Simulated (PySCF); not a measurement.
## NMR shielding calculation of C₇H₁₈Cl₂SSi₂

C₇H₁₈Cl₂SSi₂, SMILES CCCCS[Si@](C)(Cl)[Si](C)(C)Cl, computed with GIAO WP04/pcSseg-1 NMR shielding, non-relativistic, gas phase (PySCF 2.14.0).

The geometry comes from this level: PBE0-D3(BJ)/def2-SVP. Figures and captions count atoms from 1; the log counts them from 0 in places.

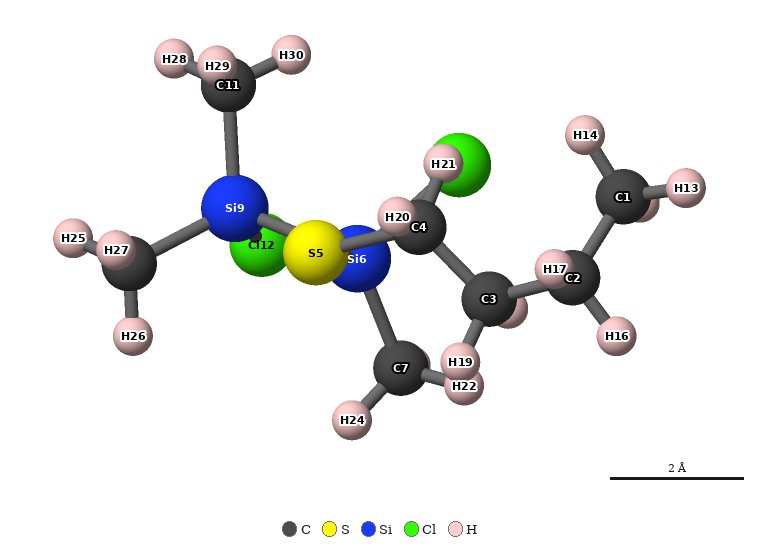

Figure 1. The structure as given in the input (ball-and-stick view, seen at a tilt; atoms are numbered from 1 in the order of the input).

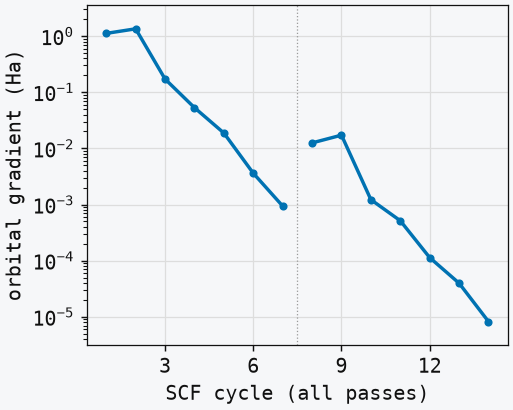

Figure 2. Convergence of the self-consistent field: orbital gradient against the SCF cycle. The dotted line marks the change from a coarse to the final integration grid. The first 7 cycles use a coarse grid, the final grid takes over at cycle 8, and the field converges after 14 cycles in all.

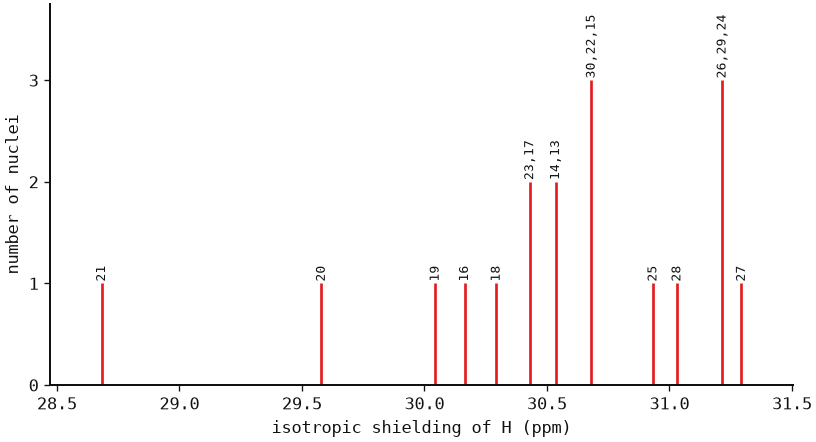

Figure 3. Isotropic shieldings of the hydrogen nuclei in this fixed geometry, labelled by atom number; shielding grows to the right, so chemical shift grows to the left. The least shielded is H21 (28.7 ppm), the most shielded H27 (31.3 ppm).

The input and output of the run follow.

## The input
```
{"job": {"kind": "nmr", "xc": "WP04", "basis": "pcSseg-1", "pop": false}, "charge": 0, "multiplicity": 1}
C      4.027922     1.296330    -0.003070
C      3.848478    -0.014418     0.749886
C      2.423312    -0.562541     0.725256
C      1.419618     0.335832     1.425038
S     -0.288693    -0.322239     1.482179
Si    -0.862715    -0.380114    -0.586399
C     -0.378431    -1.919895    -1.526548
Cl     0.042065     1.249440    -1.551766
Si    -3.164350     0.027381    -0.576571
C     -4.074605    -1.034216     0.665800
C     -3.472540     1.851051    -0.321101
Cl    -3.815350    -0.513193    -2.497249
H      5.086610     1.596248    -0.035775
H      3.471360     2.123302     0.464361
H      3.670070     1.210393    -1.041670
H      4.515519    -0.777294     0.314550
H      4.176922     0.106574     1.797586
H      2.113953    -0.695969    -0.325618
H      2.393542    -1.561131     1.190628
H      1.688903     0.476813     2.483804
H      1.369899     1.329644     0.957956
H      0.710878    -2.008434    -1.647365
H     -0.850095    -1.892716    -2.521142
H     -0.745680    -2.807532    -0.988183
H     -5.153562    -0.813906     0.643831
H     -3.936709    -2.104507     0.452487
H     -3.696426    -0.829377     1.680296
H     -4.546427     2.087288    -0.375930
H     -3.093584     2.146252     0.670594
H     -2.938012     2.439513    -1.081017
```

The first line tells a small driver script what to run in PySCF; the rest is the geometry in Å.

Launched with:
```bash
OMP_NUM_THREADS=2 python <driver script> task.json out
```

## Output
```
coarse grid: 26888 points
cycle   1  E = -2200.9831134887  dE =  6.104e-01  |g| = 1.117e+00  |ddm| = 4.994e+00
cycle   2  E = -2200.8111964685  dE =  1.719e-01  |g| = 1.347e+00  |ddm| = 2.283e+00
cycle   3  E = -2201.2750837886  dE = -4.639e-01  |g| = 1.717e-01  |ddm| = 1.434e+00
cycle   4  E = -2201.2824131174  dE = -7.329e-03  |g| = 5.309e-02  |ddm| = 2.974e-01
cycle   5  E = -2201.2831365209  dE = -7.234e-04  |g| = 1.877e-02  |ddm| = 7.740e-02
cycle   6  E = -2201.2832205513  dE = -8.403e-05  |g| = 3.612e-03  |ddm| = 2.029e-02
cycle   7  E = -2201.2832235391  dE = -2.988e-06  |g| = 9.392e-04  |ddm| = 4.816e-03
final grid: 234248 points
cycle   8  E = -2201.3747299643  dE = -1.090e-04  |g| = 1.252e-02  |ddm| = 5.597e-02
cycle   9  E = -2201.3746931166  dE =  3.685e-05  |g| = 1.720e-02  |ddm| = 2.577e-02
cycle  10  E = -2201.3747702181  dE = -7.710e-05  |g| = 1.222e-03  |ddm| = 1.587e-02
cycle  11  E = -2201.3747705241  dE = -3.060e-07  |g| = 5.145e-04  |ddm| = 2.215e-03
cycle  12  E = -2201.3747705903  dE = -6.618e-08  |g| = 1.134e-04  |ddm| = 6.532e-04
cycle  13  E = -2201.3747705930  dE = -2.718e-09  |g| = 3.971e-05  |ddm| = 1.548e-04
cycle  14  E = -2201.3747705934  dE = -3.783e-10  |g| = 8.226e-06  |ddm| = 5.608e-05
converged SCF energy = -2201.3747705934

GIAO shielding tensors (ppm)
atom      isotropic    diamagn.    paramagn.     s11        s22        s33       span
  0 C      156.648     247.561     -90.912    143.822    156.547    169.576     25.754
  1 C      145.107     246.835    -101.729    136.879    141.453    156.988     20.109
  2 C      133.661     255.148    -121.487    117.155    127.310    156.520     39.365
  3 C      136.757     258.667    -121.910    111.984    138.919    159.369     47.385
  4 S      553.576    1069.904    -516.328    477.665    479.379    703.684    226.019
  5 Si     293.376     888.221    -594.845    254.750    291.463    333.915     79.165
  6 C      163.221     259.896     -96.675    151.131    164.083    174.448     23.317
  7 Cl     938.091    1160.344    -222.253    840.620    954.934   1018.718    178.097
  8 Si     308.240     884.433    -576.194    268.216    321.245    335.259     67.042
  9 C      170.047     255.883     -85.836    161.349    171.453    177.340     15.991
 10 C      170.617     256.798     -86.181    163.409    171.409    177.034     13.626
 11 Cl     945.549    1153.009    -207.461    882.454    934.485   1019.708    137.254
 12 H       30.554      23.500       7.053     26.032     27.677     37.952     11.921
 13 H       30.516      32.269      -1.753     26.333     31.010     34.206      7.873
 14 H       30.700      32.844      -2.144     26.206     30.966     34.929      8.723
 15 H       30.163      27.406       2.757     25.163     28.674     36.653     11.490
 16 H       30.440      27.932       2.508     25.944     29.202     36.174     10.229
 17 H       30.293      39.789      -9.496     25.218     30.562     35.098      9.880
 18 H       30.044      34.751      -4.708     25.243     31.079     33.809      8.566
 19 H       29.579      35.029      -5.450     23.096     29.359     36.283     13.187
 20 H       28.682      39.582     -10.901     23.916     29.014     33.116      9.200
 21 H       30.686      35.386      -4.700     25.969     30.335     35.755      9.786
 22 H       30.418      32.012      -1.594     25.735     29.662     35.859     10.124
 23 H       31.236      33.636      -2.400     27.948     28.601     37.159      9.212
 24 H       30.933      24.326       6.606     26.729     28.351     37.718     10.990
 25 H       31.196      31.630      -0.433     27.582     29.393     36.615      9.033
 26 H       31.294      34.433      -3.140     26.441     30.630     36.810     10.369
 27 H       31.030      25.111       5.919     26.766     28.331     37.993     11.227
 28 H       31.212      35.218      -4.006     26.832     30.109     36.694      9.862
 29 H       30.656      33.734      -3.078     26.162     30.485     35.321      9.159
```

## Summary

- outcome: converged
- total energy: −2201.374771 hartree
- HOMO: −8.07 eV
- LUMO: −2.37 eV
- dipole moment: 2.33 D
- isotropic shielding, C: 133.7 to 170.6 ppm
- isotropic shielding, S: 553.6 ppm
- isotropic shielding, Si: 293.4 to 308.2 ppm
- isotropic shielding, Cl: 938.1 to 945.5 ppm
- isotropic shielding, H: 28.7 to 31.3 ppm
- hardware: 2 CPU threads, shared host
- wall time: 2.4 min (CPU time 5.2 min)
- peak memory: 2.5 GiB
